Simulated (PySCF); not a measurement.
**C7H11B: runs on many settings**

Which settings matter for C7H11B (`BC1=C[C@@H]2CC[C@H]1C2`)?

Programs: PySCF 2.14.0, with density-fitted response routines of our own. Each step states its level of theory. These are calculated values for one molecule, in the gas phase or a continuum, unless marked as measured. Atoms are numbered from 0 throughout.

## Step 1: The starting structure

19 atoms, charge 0, multiplicity 1; geometry from: GFN2-xTB.

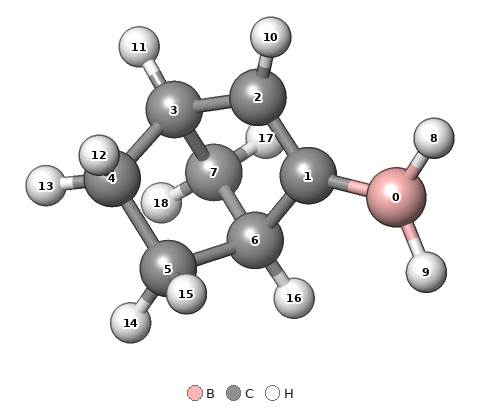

As it starts; boron pink, carbon grey, hydrogen white, atoms numbered; sticks join atoms by distance.

## Step 2: Nuclear shieldings: CAM-B3LYP/pcSseg-1

What the job is given:

```
{"job": {"kind": "nmr", "xc": "CAM-B3LYP", "basis": "pcSseg-1", "pop": false, "scf": {"conv": 1e-08}}, "charge": 0, "multiplicity": 1}
B      2.660672     0.409625     0.202041
C      1.137380     0.450885     0.095272
C      0.260531     1.002100     0.959043
C     -1.133716     0.724355     0.487425
C     -1.343177    -0.792691     0.718932
C     -0.366523    -1.431376    -0.284711
C      0.273988    -0.204682    -0.971953
C     -0.916818     0.755189    -1.028990
H      3.199344     1.051555     1.019016
H      3.289678    -0.251947    -0.530638
H      0.492677     1.492247     1.888639
H     -1.920003     1.351745     0.900938
H     -1.128249    -1.071888     1.749838
H     -2.376144    -1.063330     0.500432
H     -0.892975    -2.047181    -1.013950
H      0.387303    -2.048321     0.203230
H      0.776327    -0.432318    -1.908557
H     -0.647316     1.744927    -1.396685
H     -1.762785     0.370356    -1.596784
```

Level: GIAO CAM-B3LYP/pcSseg-1 NMR shielding, non-relativistic, gas phase.

Command:

```bash
OMP_NUM_THREADS=1 python probes_run.py task.json out
```

The driver reads the jobs from task.json and runs them one after another.

Standard output:

```text
final grid: 148760 points
cycle   1  E = -297.9164679236  dE =  1.486e+00  |g| = 3.225e-01  |ddm| = 3.815e+00
cycle   2  E = -297.9295859251  dE = -1.312e-02  |g| = 2.798e-01  |ddm| = 6.086e-01
cycle   3  E = -297.9484168332  dE = -1.883e-02  |g| = 6.249e-02  |ddm| = 3.080e-01
cycle   4  E = -297.9492603418  dE = -8.435e-04  |g| = 2.548e-02  |ddm| = 7.112e-02
cycle   5  E = -297.9494090322  dE = -1.487e-04  |g| = 6.482e-03  |ddm| = 2.803e-02
cycle   6  E = -297.9494205590  dE = -1.153e-05  |g| = 1.598e-03  |ddm| = 7.760e-03
cycle   7  E = -297.9494212777  dE = -7.186e-07  |g| = 5.107e-04  |ddm| = 2.162e-03
cycle   8  E = -297.9494213869  dE = -1.092e-07  |g| = 1.652e-04  |ddm| = 9.250e-04
cycle   9  E = -297.9494213996  dE = -1.274e-08  |g| = 4.802e-05  |ddm| = 3.105e-04
cycle  10  E = -297.9494214008  dE = -1.188e-09  |g| = 8.715e-06  |ddm| = 1.149e-04
converged SCF energy = -297.9494214008

GIAO shielding tensors (ppm)
atom      isotropic    diamagn.    paramagn.     s11        s22        s33       span
  0 B       26.893     191.724    -164.831    -26.643    -19.470    126.792    153.434
  1 C       14.028     253.366    -239.338    -97.772    -26.581    166.438    264.211
  2 C        2.396     253.094    -250.697   -110.226    -23.726    141.141    251.367
  3 C      136.821     248.329    -111.509    127.151    134.953    148.358     21.207
  4 C      159.929     246.580     -86.651    145.631    157.467    176.689     31.058
  5 C      157.361     246.187     -88.826    145.446    151.824    174.814     29.367
  6 C      135.573     244.518    -108.945    123.183    135.292    148.243     25.060
  7 C      133.433     247.697    -114.264    107.413    137.414    155.473     48.060
  8 H       24.969      29.677      -4.708     19.172     27.288     28.445      9.273
  9 H       24.878      30.188      -5.310     18.809     27.069     28.755      9.946
 10 H       24.236      32.541      -8.306     22.715     24.262     25.730      3.016
 11 H       28.856      31.435      -2.579     25.317     25.861     35.390     10.073
 12 H       30.774      29.825       0.949     25.765     27.667     38.890     13.124
 13 H       29.965      29.854       0.112     25.273     27.393     37.230     11.957
 14 H       29.940      30.158      -0.218     25.097     27.474     37.248     12.151
 15 H       30.718      30.162       0.556     25.931     27.792     38.430     12.500
 16 H       28.648      32.126      -3.477     25.105     25.581     35.259     10.154
 17 H       30.351      30.841      -0.490     26.612     27.408     37.033     10.421
 18 H       30.673      31.450      -0.777     26.515     27.143     38.362     11.847
```

Wall time 44 s (1 thread of Arm Neoverse V1, shared host); peak memory 1 GiB.

Shifts follow as δ = σ(reference) − σ, with reference shieldings (ppm) from runs at the same level and on the same kind of geometry: 1H TMS 31.78, 13C TMS 185.1, 11B BF3·OEt2 98.7. The references are single molecules in the gas phase. Atoms listed in one row are averaged.

| atoms | environment | σ (ppm) | δ (ppm) |
| --- | --- | --- | --- |
| C2 | alkene CH | 2.4 | 182.7 |
| C1 | fully substituted alkene carbon | 14.0 | 171.1 |
| C7 | sp3 CH2 in a ring | 133.4 | 51.7 |
| C6 | allylic sp3 CH | 135.6 | 49.5 |
| C3 | allylic sp3 CH | 136.8 | 48.3 |
| C5 | sp3 CH2 in a ring | 157.4 | 27.7 |
| C4 | sp3 CH2 in a ring | 159.9 | 25.2 |
| H10 | hydrogen on an alkene CH | 24.24 | 7.54 |
| H8, H9 | hydrogen on a boron bonded to C | 24.92 | 6.85 |
| H16 | hydrogen on an allylic sp3 CH | 28.65 | 3.13 |
| H11 | hydrogen on an allylic sp3 CH | 28.86 | 2.92 |
| H14 | hydrogen on an sp3 CH2 in a ring | 29.94 | 1.84 |
| H13 | hydrogen on an sp3 CH2 in a ring | 29.97 | 1.81 |
| H17 | hydrogen on an sp3 CH2 in a ring | 30.35 | 1.43 |
| H18 | hydrogen on an sp3 CH2 in a ring | 30.67 | 1.10 |
| H15 | hydrogen on an sp3 CH2 in a ring | 30.72 | 1.06 |
| H12 | hydrogen on an sp3 CH2 in a ring | 30.77 | 1.00 |
| B0 | boron bonded to C, 2 H | 26.9 | 71.8 |

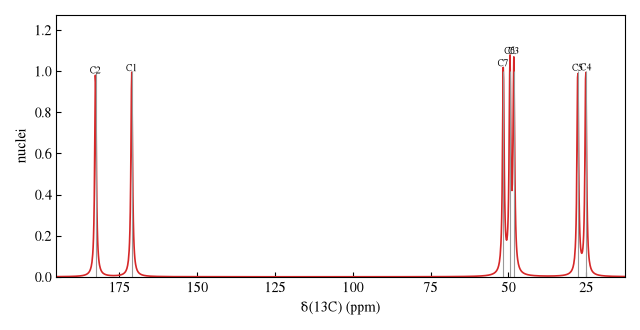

13C lines at the computed shifts, without couplings. Lines are broadened to a width of 0.63 ppm (Lorentzian).

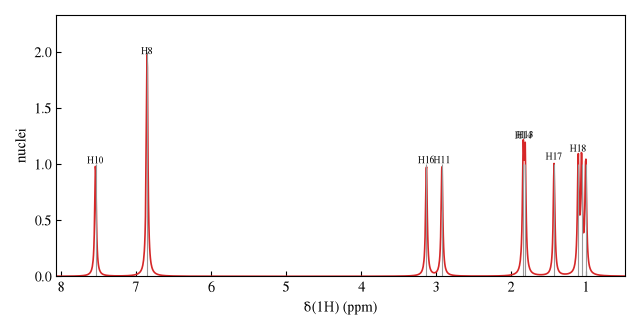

1H lines at the computed shifts, without couplings. Lines are broadened to a width of 0.03 ppm (Lorentzian).

Ring of atoms C1, C2, C3, C6, C7: NICS(0) -5.6, NICS(1) -7.8, NICS(1)zz -9.6 ppm (means of both faces; NICS(1) differs between them: -9.4 and -6.2).

Ring of atoms C3, C4, C5, C6, C7: NICS(0) -8.0, NICS(1) -6.3, NICS(1)zz -9.9 ppm (means of both faces; NICS(1) differs between them: -8.4 and -4.2).

The two faces differ (NICS(1)zz -14.9 and -4.9 ppm).

Orbitals, density, ELF and potential are computed afterwards from the orbital file.

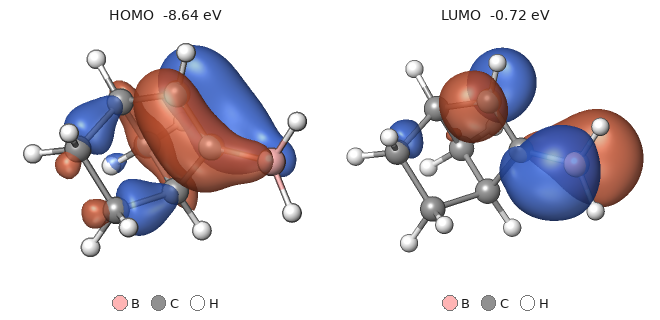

Frontier orbitals at CAM-B3LYP/pcSseg-1; each surface holds 70 % of the orbital's density, blue and red mark the sign.

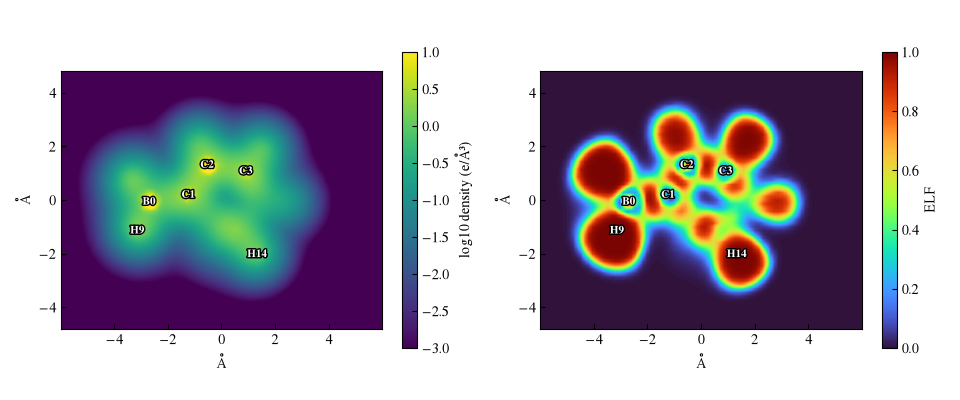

Density (left) and ELF (right) in a plane through or near 6 of the atoms.

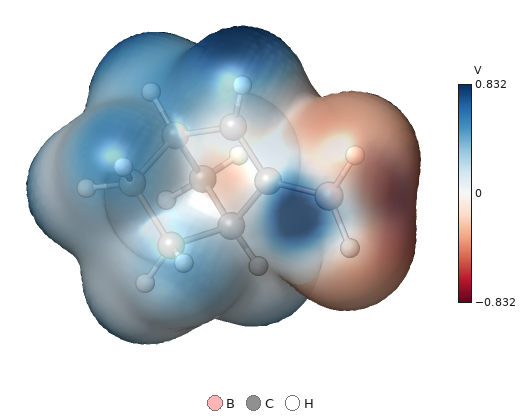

The potential that a unit positive charge feels on the 0.002 e/bohr³ surface, from the 1st to the 99th percentile, from -0.53 to 0.83 V.

## Step 3: NMR shieldings: X3LYP/6-31G*

Settings changed since step 2:

```diff
@@ -1,2 +1,2 @@
-{"job": {"kind": "nmr", "xc": "CAM-B3LYP", "basis": "pcSseg-1", "pop": false, "scf": {"conv": 1e-08}}, "charge": 0, "multiplicity": 1}
+{"job": {"kind": "nmr", "xc": "X3LYP", "basis": "6-31G*", "pop": false}, "charge": 0, "multiplicity": 1}
 B      2.660672     0.409625     0.202041
```

Method: GIAO X3LYP/6-31G* NMR shielding, non-relativistic, gas phase.

Standard output:

```text
coarse grid: 15512 points
cycle   1  E = -298.0041798319  dE =  1.098e+00  |g| = 4.576e-01  |ddm| = 4.006e+00
cycle   2  E = -297.9733191726  dE =  3.086e-02  |g| = 5.873e-01  |ddm| = 1.318e+00
cycle   3  E = -298.0643831213  dE = -9.106e-02  |g| = 8.273e-02  |ddm| = 8.549e-01
cycle   4  E = -298.0655648429  dE = -1.182e-03  |g| = 4.536e-02  |ddm| = 1.149e-01
cycle   5  E = -298.0660451419  dE = -4.803e-04  |g| = 1.496e-02  |ddm| = 5.842e-02
cycle   6  E = -298.0661082574  dE = -6.312e-05  |g| = 3.410e-03  |ddm| = 1.922e-02
cycle   7  E = -298.0661112840  dE = -3.027e-06  |g| = 6.425e-04  |ddm| = 3.549e-03
final grid: 148760 points
cycle   8  E = -298.0070331385  dE = -3.509e-05  |g| = 6.863e-03  |ddm| = 3.404e-02
cycle   9  E = -298.0070211204  dE =  1.202e-05  |g| = 9.790e-03  |ddm| = 2.001e-02
cycle  10  E = -298.0070459457  dE = -2.483e-05  |g| = 9.167e-04  |ddm| = 1.183e-02
cycle  11  E = -298.0070461210  dE = -1.754e-07  |g| = 5.086e-04  |ddm| = 1.429e-03
cycle  12  E = -298.0070461897  dE = -6.868e-08  |g| = 8.037e-05  |ddm| = 5.330e-04
cycle  13  E = -298.0070461912  dE = -1.465e-09  |g| = 2.944e-05  |ddm| = 1.037e-04
cycle  14  E = -298.0070461914  dE = -2.001e-10  |g| = 5.369e-06  |ddm| = 3.239e-05
converged SCF energy = -298.0070461914

GIAO shielding tensors (ppm)
atom      isotropic    diamagn.    paramagn.     s11        s22        s33       span
  0 B       49.403     201.409    -152.006      3.856     11.409    132.944    129.088
  1 C       40.545     241.865    -201.319    -56.527      2.745    175.418    231.945
  2 C       29.058     257.677    -228.620    -66.254      2.671    150.756    217.009
  3 C      146.012     247.385    -101.373    135.972    144.943    157.121     21.149
  4 C      167.481     246.707     -79.226    155.234    165.340    181.870     26.637
  5 C      165.042     246.614     -81.572    155.164    159.861    180.101     24.937
  6 C      145.460     246.454    -100.994    134.132    144.335    157.913     23.781
  7 C      144.019     250.026    -106.007    120.356    147.477    164.222     43.867
  8 H       25.611      31.024      -5.413     20.288     27.963     28.581      8.293
  9 H       25.549      31.742      -6.193     19.948     27.900     28.798      8.850
 10 H       25.065      30.639      -5.574     23.445     25.225     26.525      3.079
 11 H       29.484      30.008      -0.524     26.233     26.839     35.381      9.149
 12 H       31.347      30.652       0.696     26.624     28.467     38.951     12.326
 13 H       30.550      30.486       0.063     26.195     28.271     37.183     10.988
 14 H       30.504      30.746      -0.242     26.039     28.271     37.201     11.162
 15 H       31.214      30.957       0.258     26.664     28.513     38.466     11.801
 16 H       29.182      30.768      -1.586     25.956     26.360     35.231      9.276
 17 H       30.834      30.842      -0.008     27.218     28.199     37.085      9.867
 18 H       31.143      31.505      -0.362     27.284     27.853     38.290     11.005
```

Run time: 16 s. Hardware: 1 thread of Arm Neoverse V1, shared host; peak memory 0.79 GiB.

Key values: δ C2 163.1, C1 151.6, C7 48.1, C6 46.7, H10 7.43, H8 6.92 ppm (means over like atoms).

(Part 1 of 2 ends here.)
